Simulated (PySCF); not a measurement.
## Excited-state calculation of Si₂₆H₄₀

Si₂₆H₄₀, computed with TDDFT PBE0/6-31G*, vertical, gas phase, core orbitals frozen in the response, virtual orbitals cut by energy (PySCF 2.14.0).

The geometry comes from this level: GFN2-xTB.

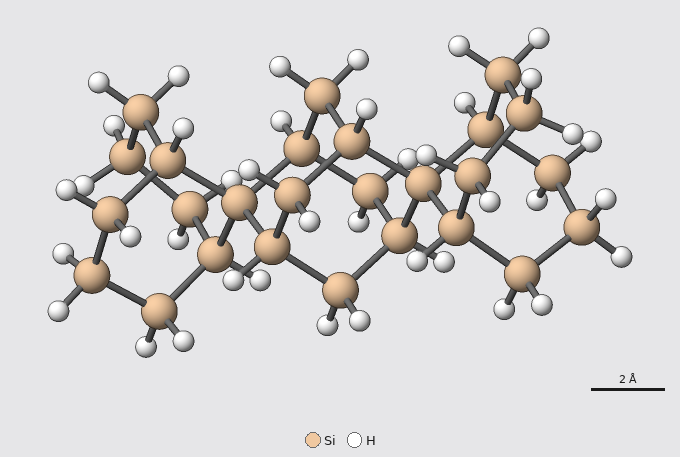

*The structure (ball-and-stick view, seen at a tilt).*

Bond lengths as drawn: H–Si 1.47 to 1.48 Å and Si–Si 2.32 to 2.38 Å.

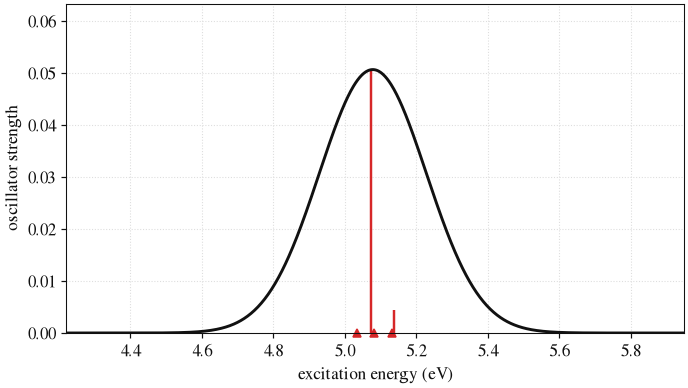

*Computed excitations as sticks (degenerate states added up, dark ones marked on the axis), with a Gaussian envelope of 0.35 eV full width at half maximum, scaled to the tallest.*

Of the 6 states the lowest lies at 5.03 eV (f = 0.000); the strongest line is at 5.07 eV, or 244 nm (f = 0.051, summed over 2 states that lie within 0.004 eV).

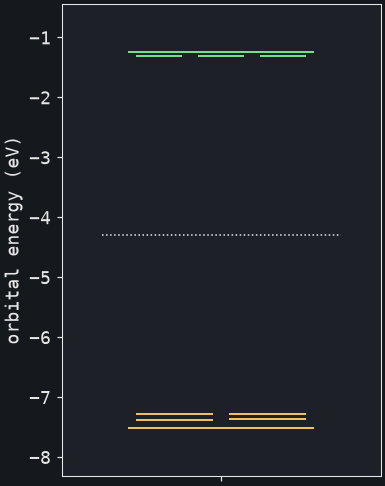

*Orbital energies near the frontier; the dotted line parts filled from empty levels, and levels within 0.02 eV of each other stand side by side.*

Highest filled −7.28 eV, lowest empty −1.32 eV, 5.96 eV apart.

The input that produced these results follows, with the program's output.

Input file
```
{"job": {"kind": "uv", "basis": "6-31G*", "grid": 1, "kgrid": 0, "vcut": 1.5, "nstates": 6, "ntriplets": 2, "tda": false, "delta": ["ip_vertical"], "pop": true, "xc": "PBE0"}, "charge": 0, "multiplicity": 1}
Si    -5.496732    -2.764378     0.015035
Si    -5.496635     2.765781    -0.017097
Si    -2.787989     0.000507    -0.000648
Si    -5.496379     0.016232    -2.765759
Si    -4.235730    -1.332968    -1.334575
Si    -6.722695     1.616935    -1.617268
Si    -5.497000    -0.015059     2.764422
Si    -4.236009     1.334376     1.332843
Si    -6.722323    -1.616146     1.615767
Si     5.498034    -2.764302    -0.013972
Si    -0.000002    -2.700573     0.000562
Si     5.495824     2.766303     0.016221
Si     5.497214    -0.015591    -2.763811
Si     6.723455    -1.615909    -1.614982
Si     4.236784     1.334257    -1.333120
Si     0.000921     2.700206     0.000323
Si     2.787903    -0.000011     0.000614
Si     0.001404    -0.001068    -2.699976
Si     1.347095    -1.338206    -1.337048
Si    -1.345662     1.337861    -1.338213
Si     5.497904     0.017997     2.765671
Si     6.721734     1.618903     1.616581
Si     4.237549    -1.332873     1.335547
Si    -0.000493    -0.000200     2.700616
Si     1.346506     1.337150     1.338802
Si    -1.347268    -1.337625     1.337469
H     -6.337753    -3.688017    -0.761976
H     -4.557869    -3.668076     0.698294
H     -4.557853     3.668903    -0.701375
H     -6.337557     3.689798     0.759625
H     -4.557875     0.700485    -3.669156
H     -6.337379    -0.760134    -3.690015
H     -3.321564    -2.155113    -2.156907
H     -7.821175     0.922393    -0.923009
H     -7.434403     2.525517    -2.526088
H     -4.558026    -0.697946     3.668497
H     -6.338699     0.762264     3.687334
H     -3.322028     2.157217     2.155063
H     -7.432219    -2.525399     2.525080
H     -7.821593    -0.922377     0.921993
H      4.559635    -3.668252    -0.697424
H      6.339334    -3.687476     0.763134
H     -0.835768    -3.611163    -0.793663
H      0.835275    -3.611342     0.795109
H      6.335818     3.690435    -0.760742
H      4.556467     3.668992     0.699642
H      6.338744     0.761053    -3.687230
H      4.559139    -0.700039    -3.667465
H      7.434625    -2.524906    -2.523789
H      7.822501    -0.921664    -0.921064
H      3.321614     2.154999    -2.155934
H      0.837400     3.610940    -0.793147
H     -0.835316     3.611099     0.793718
H      0.836930     0.792699    -3.611031
H     -0.835392    -0.794794    -3.609875
H      2.245719    -2.167861    -2.165407
H     -2.243838     2.167460    -2.167870
H      6.339179    -0.758490     3.689164
H      4.559138     0.700906     3.669413
H      7.821584     0.925879     0.923486
H      7.432508     2.527868     2.525142
H      3.322883    -2.155139     2.157673
H      0.834915    -0.794472     3.611432
H     -0.836611     0.793821     3.610934
H      2.244841     2.166246     2.168346
H     -2.246271    -2.166461     2.166812
```

The first line tells a small driver script what to run in PySCF; the rest is the geometry in Å.

Launch command:
```bash
OMP_NUM_THREADS=4 python <driver script> task.json out
```

The program's output
```
start: PBE on a coarse grid of 63171 points
cycle   1  E = -7547.1836730655  dE =  9.621e-01  |g| = 3.269e-01  |ddm| = 7.745e+00
cycle   2  E = -7547.2045247910  dE = -2.085e-02  |g| = 2.237e-01  |ddm| = 9.984e-01
cycle   3  E = -7547.2136980809  dE = -9.173e-03  |g| = 1.696e-01  |ddm| = 8.409e-01
cycle   4  E = -7547.2254788179  dE = -1.178e-02  |g| = 3.053e-02  |ddm| = 4.033e-01
cycle   5  E = -7547.2258332804  dE = -3.545e-04  |g| = 1.194e-02  |ddm| = 8.793e-02
cycle   6  E = -7547.2258891683  dE = -5.589e-05  |g| = 3.081e-03  |ddm| = 2.921e-02
final grid: 243220 points
cycle   7  E = -7547.4854524329  dE = -1.712e-02  |g| = 3.435e-02  |ddm| = 5.487e-01
cycle   8  E = -7547.4853062353  dE =  1.462e-04  |g| = 3.841e-02  |ddm| = 1.810e-01
cycle   9  E = -7547.4858889201  dE = -5.827e-04  |g| = 9.109e-03  |ddm| = 1.045e-01
cycle  10  E = -7547.4859171426  dE = -2.822e-05  |g| = 3.795e-03  |ddm| = 2.474e-02
cycle  11  E = -7547.4859226821  dE = -5.540e-06  |g| = 5.482e-04  |ddm| = 8.838e-03
cycle  12  E = -7547.4859214607  dE =  1.221e-06  |g| = 3.647e-04  |ddm| = 1.913e-03
cycle  13  E = -7547.4859245866  dE = -3.126e-06  |g| = 4.873e-05  |ddm| = 8.185e-04
converged SCF energy = -7547.4859245866

Static polarisability (au): isotropic 723.028, principal 622.902 622.948 923.234

Singlet excitations
state   eV       nm        f      main configurations
  1   5.0327    246.4   0.00000   H->L+2 0.43, H-1->L+1 0.43
  2   5.0717    244.5   0.02530   H->L 0.66, H->L+3 0.21
  3   5.0746    244.3   0.02538   H-1->L 0.66, H-1->L+3 0.22
  4   5.0827    243.9   0.00001   H-1->L+1 0.30, H->L+2 0.30, H-2->L+2 0.12
  5   5.1314    241.6   0.00028   H->L+1 0.47, H-1->L+2 0.41
  6   5.1362    241.4   0.00444   H-2->L 0.53, H->L+3 0.21, H-2->L+3 0.09

Triplet excitations (Tamm-Dancoff, eV): 4.6952 4.7112
```

Results in brief

| quantity | value |
| --- | --- |
| outcome | converged |
| total energy | −7547.485925 hartree |
| HOMO | −7.28 eV |
| LUMO | −1.32 eV |
| dipole moment | 0.01 D |
| mean polarisability | 723.03 a.u. |
| lowest singlet excitation | 5.03 eV |
| hardware | 4 CPU threads, shared host |
| wall time | 14 min (CPU time 52 min) |
| peak memory | 3.6 GiB |

Remarks

Checks after the run noted: ip_vertical: open-shell SCF did not converge.
